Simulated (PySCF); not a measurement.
C2H8BN2Si: EPR calculation

C2H8BN2Si, multiplicity 2, computed with UKS B3LYP, pcH-1 on B C H N Si, non-relativistic, mean-field spin-orbit, GIAO (PySCF 2.14.0).

It belongs to a series of runs on one base structure; here: H removed from Si.

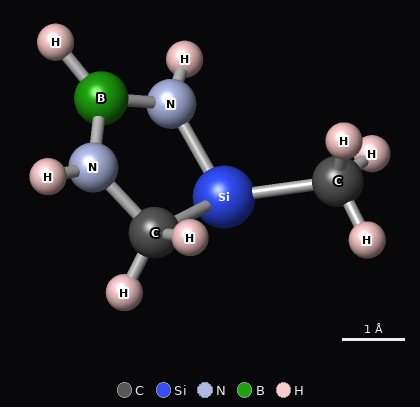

*The structure as given in the input (ball-and-stick view, seen at a tilt).*

Bond lengths as drawn: B–H 1.17 Å, B–N 1.39 to 1.43 Å, C–H 1.09 to 1.10 Å, C–N 1.45 Å, C–Si 1.91 to 1.93 Å, H–N 1.00 to 1.01 Å and N–Si 1.74 Å.

## Input
```
{"job": {"kind": "epr", "basis": "pcH-1"}, "charge": 0, "multiplicity": 2}
C      2.238063    -0.555522    -0.019737
Si     0.547698    -0.276710    -0.868584
C     -0.952626    -1.063216     0.056482
N     -1.801288     0.072262     0.350568
B     -1.346673     1.347565     0.025056
N     -0.060769     1.327509    -0.597417
H      2.207674    -0.254643     1.026222
H      2.525263    -1.601140    -0.063120
H      3.018158     0.017821    -0.510175
H     -0.628886    -1.554569     0.983487
H     -1.502398    -1.810132    -0.525066
H     -2.684487    -0.141993     0.784079
H     -1.952920     2.323368     0.244017
H      0.392514     2.168927    -0.907978
```

The first line tells a small driver script what to run in PySCF; the rest is the geometry in Å.

Launched with:
```bash
OMP_NUM_THREADS=1 python <driver script> task.json out
```

## Log
```
UKS, coarse grid
  cycle   1  E = -504.87703882  |g| = 4.70e-01
  cycle   2  E = -504.75371759  |g| = 6.94e-01
  cycle   3  E = -504.97454927  |g| = 9.41e-02
  cycle   4  E = -504.97801202  |g| = 3.68e-02
  cycle   5  E = -504.97862796  |g| = 9.81e-03
  cycle   6  E = -504.97866770  |g| = 4.90e-03
  cycle   7  E = -504.97867860  |g| = 1.22e-03
  cycle   8  E = -504.97868028  |g| = 4.52e-04
UKS, final grid
  cycle   1  E = -504.97869049  |g| = 5.55e-04
  cycle   2  E = -504.97869030  |g| = 8.63e-04
  cycle   3  E = -504.97869065  |g| = 6.88e-05
  cycle   4  E = -504.97869065  |g| = 2.17e-05
E = -504.97869065 Eh   <S^2> = 0.7515 (exact 0.7500)
g shifts (ppm)      1          2          3
  rmc          -158       -158       -158
  gc             22         63         91
  oz_so        -115         59       1647
  total        -251        -36       1580
hyperfine (MHz)  atom isotope    a_iso     a_fc   dipolar eigenvalues
    0   13C      90.66      90.65     -8.51     -8.03     16.54
    1  29Si    -539.12    -539.98   -140.57     68.46     72.11
    2   13C      45.97      45.95     -5.83     -4.47     10.30
    3   14N       3.53       3.53     -1.31     -1.04      2.35
    4   11B       4.05       4.05     -1.45     -0.76      2.21
    5   14N      10.98      10.96     -5.58     -5.21     10.79
    6    1H      43.40      43.40     -5.31     -0.35      5.66
    7    1H      -6.19      -6.19     -5.83     -2.46      8.29
    8    1H      -3.61      -3.61     -5.98     -2.89      8.86
    9    1H      37.69      37.69     -3.59     -0.43      4.02
   10    1H      17.62      17.62     -4.66     -3.24      7.89
   11    1H       4.02       4.01     -2.31     -1.27      3.58
   12    1H       2.33       2.33     -1.53     -1.16      2.69
   13    1H      -6.80      -6.82     -6.98     -3.47     10.45
```

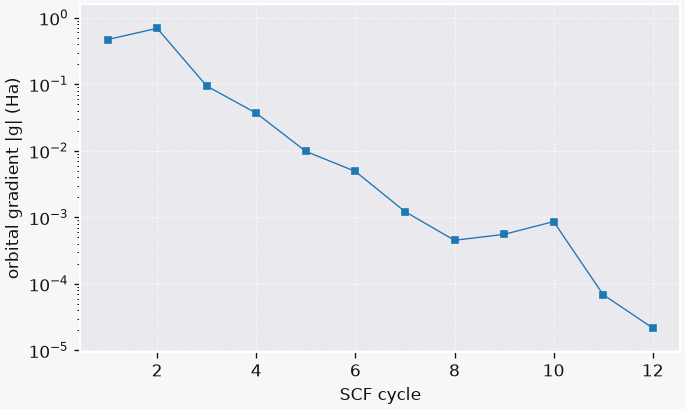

*Convergence of the self-consistent field: orbital gradient |g| against the SCF cycle.*

All cycles printed in the log are drawn one after another.

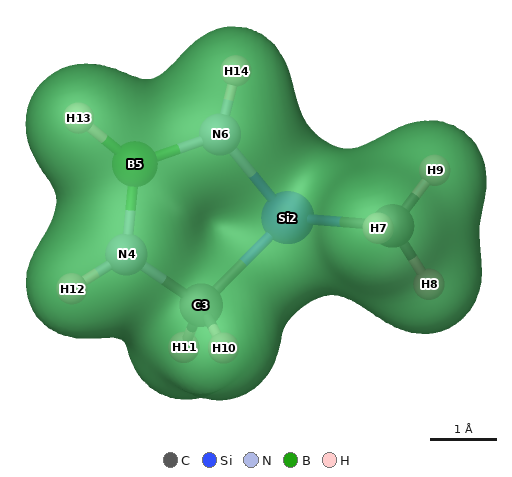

*Isosurface of the electron density at 0.1 e/Å³ (green), seen face on.*

At this value the surface is in one piece. On the grid the lowest density along these lines, outside the cores, is 1.5 e/Å³ (B–N, 1.39 Å), 1.8 e/Å³ (C–N, 1.45 Å), 0.87 e/Å³ (Si–N, 1.74 Å) and 0.75 e/Å³ (C–Si, 1.91 Å).

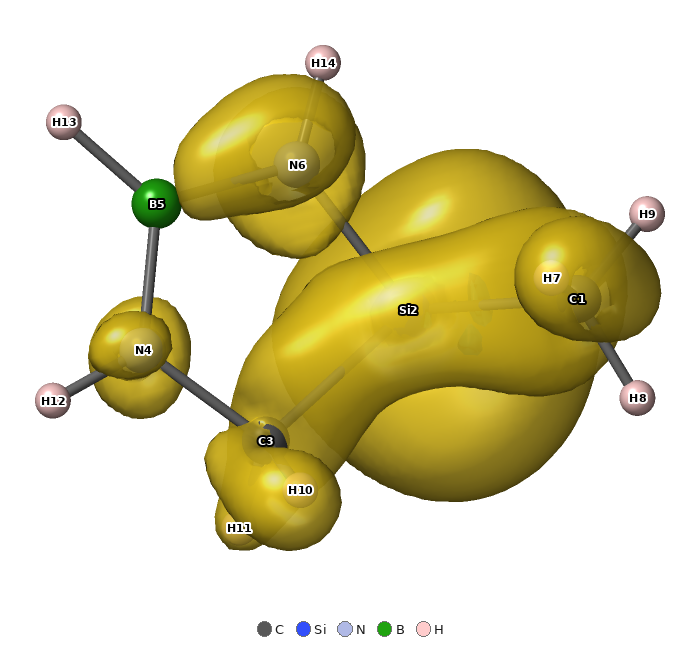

*Isosurfaces of the spin density at +0.008 (yellow) and −0.008 e/Å³ (cyan), seen face on.*

The unpaired spin (1 electron) lies mostly on Si2 (about 0.7), N6 (about 0.1) and C1 (about 0.1), in electrons by Hirshfeld's partition.

## Results in brief

- outcome: converged
- total energy: −504.978691 hartree
- ⟨S²⟩: 0.752
- isotropic g: 2.0028
- hardware: 1 CPU thread, shared host
- wall time: 53 s
- peak memory: 0.85 GiB
